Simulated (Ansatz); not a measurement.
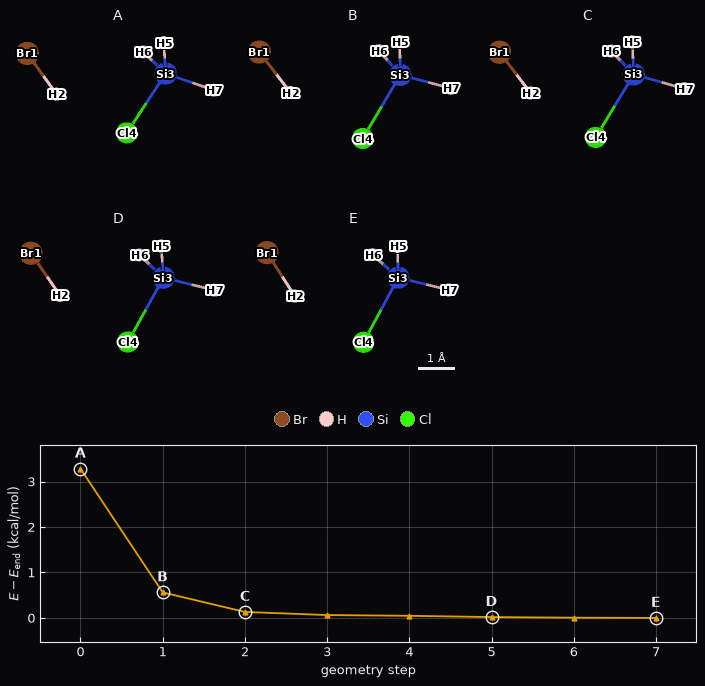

Frames of a relaxation of SiH4BrCl (coarse preliminary run), marked on the history of the run. The picture is a ball-and-stick view, seen at a tilt.

These are results of Ansatz 0.2.0, RKS PBE-D4/def2-SVP, not measurements.

Input
```yaml
crystal:
  periodic: [false, false, false]
  atoms:
    - {symbol: Br, position_ang: [0.377100, 0.427300, -2.995000]}
    - {symbol: H, position_ang: [-0.611000, -0.062700, -2.117500]}
    - {symbol: Si, position_ang: [0.170600, -0.020000, 1.106000]}
    - {symbol: Cl, position_ang: [-1.397500, -0.699700, 0.010900]}
    - {symbol: H, position_ang: [0.380800, 1.367000, 0.717200]}
    - {symbol: H, position_ang: [1.307300, -0.866000, 0.777600]}
    - {symbol: H, position_ang: [-0.227200, -0.145900, 2.500800]}
basis:
  gaussian: {orbitals: def2-SVP}
hamiltonian: {xc: pbe, dispersion: d4}
relax: {f_tol: 0.03, max_steps: 250}
```

Launched with:
```bash
ansatz run in.yaml --threads 4 --pin off --events-out ev --progress --plain --max-ram 9574MiB
```

What happens along the run?

Answer. The largest moves after the best rigid fit, 0.20 Å, are those of Br1 and Cl4. By element the largest moves are Cl 0.20 Å, Br 0.19 Å, H 0.17 Å, Si 0.08 Å. Near-neighbour distances that change, for instance: Si3–Cl4 2.030 → 2.103 Å, Si3–H6 1.455 → 1.498 Å, Si3–H5 1.456 → 1.497 Å, Br1–H2 1.409 → 1.447 Å. After 7 geometry steps the energy has fallen by 3.28 kcal/mol. Largest force component: 1.2 eV/Å at the start, 0.013 eV/Å at the end. The run took 5 s on 4 threads of Arm Neoverse V2 (shared host). From step 0 to 1: Cl4 moves most (0.16 Å), energy −2.72 kcal/mol. From step 1 to 2: Br and H atoms move most (0.15 Å), energy −0.43 kcal/mol. From step 2 to 5: Cl4 moves most (0.08 Å), energy −0.11 kcal/mol. From step 5 to 7: Br1 moves most (0.07 Å), energy −0.02 kcal/mol.

```json
{"step": "0", "E − E(0), kcal/mol": "0.00", "largest force component, eV/Å": "1.2394"}
{"step": "1", "E − E(0), kcal/mol": "-2.72", "largest force component, eV/Å": "0.2922"}
{"step": "2", "E − E(0), kcal/mol": "-3.15", "largest force component, eV/Å": "0.1146"}
{"step": "3", "E − E(0), kcal/mol": "-3.22", "largest force component, eV/Å": "0.0320"}
{"step": "4", "E − E(0), kcal/mol": "-3.24", "largest force component, eV/Å": "0.0256"}
{"step": "5", "E − E(0), kcal/mol": "-3.27", "largest force component, eV/Å": "0.0381"}
{"step": "6", "E − E(0), kcal/mol": "-3.28", "largest force component, eV/Å": "0.0158"}
{"step": "7", "E − E(0), kcal/mol": "-3.28", "largest force component, eV/Å": "0.0133"}
```

Limits of the set-up: the start holds two separate molecules, 2.4 Å apart at their closest, whose relative position is a soft coordinate.
